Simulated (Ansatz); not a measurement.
# Br3ClGe (SMILES [Cl][Ge]([Br])([Br])[Br]): what the fields show

Input

```
basis:
  gaussian:
    orbitals: def2-SVPD
crystal:
  periodic: [false, false, false]
  atoms:
    - {symbol: Br, position_ang: [1.853645, -1.338101, -0.141542]}
    - {symbol: Br, position_ang: [-1.565804, -0.702660, -1.495436]}
    - {symbol: Br, position_ang: [0.565697, 2.155813, -0.392945]}
    - {symbol: Cl, position_ang: [-0.806373, -0.172627, 1.979433]}
    - {symbol: Ge, position_ang: [0.002834, -0.016127, 0.009188]}
hamiltonian:
  xc: pbe0
output:
  forces: true
  orbitals: {seedname: orbitals}
```

Command:

```sh
ansatz run input.yaml --threads 2 --pin off --max-ram 6090MiB --events-out events.jsonl --progress --plain --runs-dir runs
```

Geometry: PBE0-D4/def2-SVP.

Theory: isolated molecule in a Gaussian basis; Kohn-Sham density functional theory, functional PBE0 (Ansatz 0.2.0).

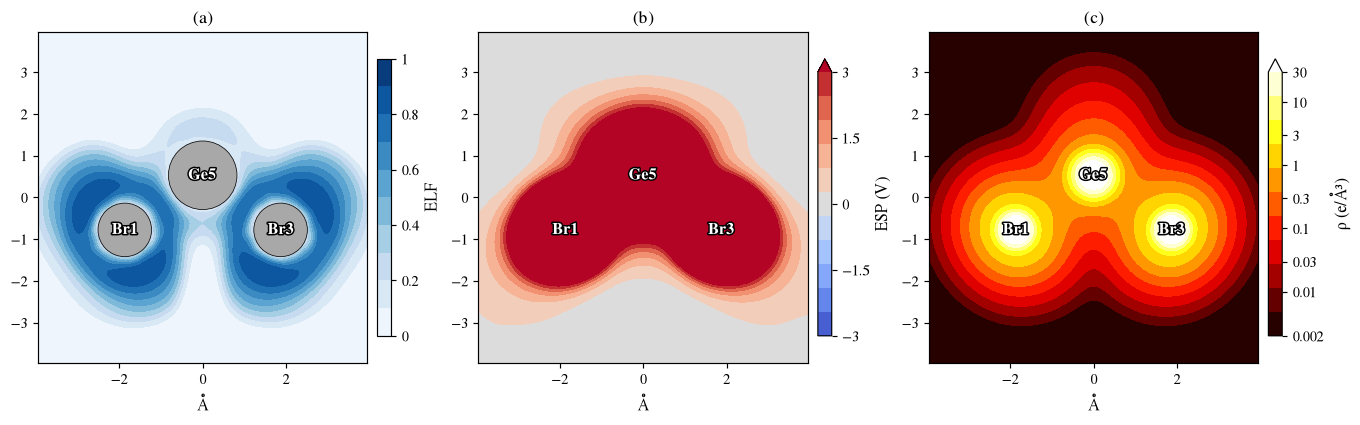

Figure 1. (a) ELF; (b) molecular electrostatic potential; (c) electron density on the plane of atoms Br1, Ge5 and Br3. Grey discs cover the atomic cores in the ELF map.

### Describe what can be read from this map.

The section cuts through Br and Ge sites. Ge–Br (2.28 Å): ρ at the midpoint is about 0.7 e/Å³; the ELF peaks at about 0.75 in the valence shell of Br, 1.0 Å from its nucleus, and is about 0.75 at the midpoint. The ELF also peaks beside Br1 and Br3, away from the bonds: lone-pair regions. The potential has no marked negative region in this plane.

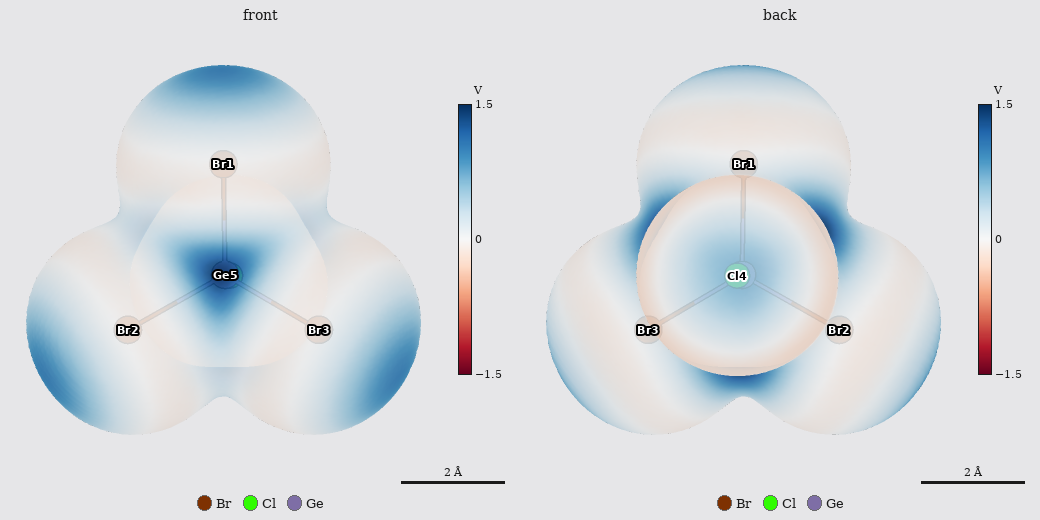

Figure 2. The electrostatic potential painted on the density surface at 0.002 e/bohr³, seen from the front and from behind; red is negative and blue positive.

### Describe the electrostatic potential map.

The most negative region (about −0.2 V) lies over Cl4, the most positive (about +1.4 V, or +32 kcal/mol for a unit charge) over Ge5. Br1 shows a σ-hole: about +1.0 V, or +23 kcal/mol for a unit charge at the tip opposite its bond, against about −0.1 V on its flanks. Br2 shows a σ-hole: about +1.0 V, or +23 kcal/mol for a unit charge at the tip opposite its bond, against about −0.1 V on its flanks. Br3 shows a σ-hole: about +1.0 V, or +23 kcal/mol for a unit charge at the tip opposite its bond, against about −0.1 V on its flanks. Cl4 shows a σ-hole: about +0.5 V, or +12 kcal/mol for a unit charge at the tip opposite its bond, against about −0.2 V on its flanks.

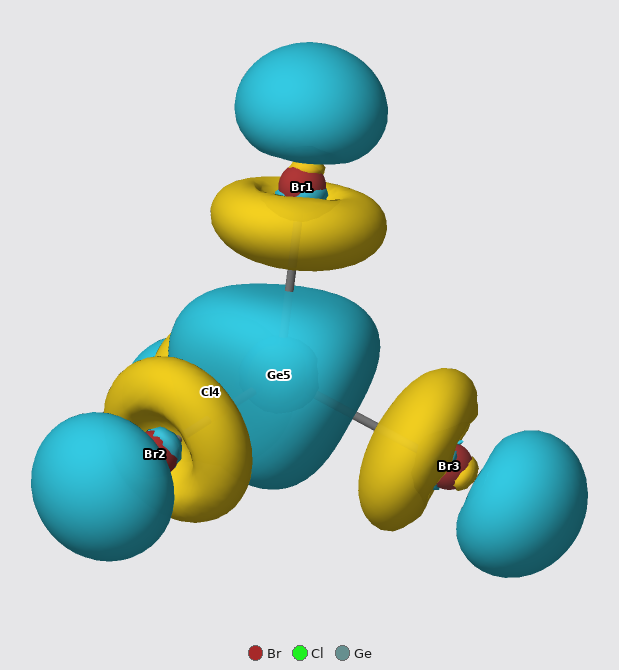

Figure 3. The LUMO at ±0.1 Å⁻³ᐟ² (yellow and cyan are the two phases), seen at a tilt.

### Where does this orbital lie, and at what energy?

It lies mainly on Ge5 (about 25 %), Br1 (about 20 %), Br2 (about 20 %), Br3 (about 20 %) and Cl4 (about 15 %). Its energy is −2.97 eV.
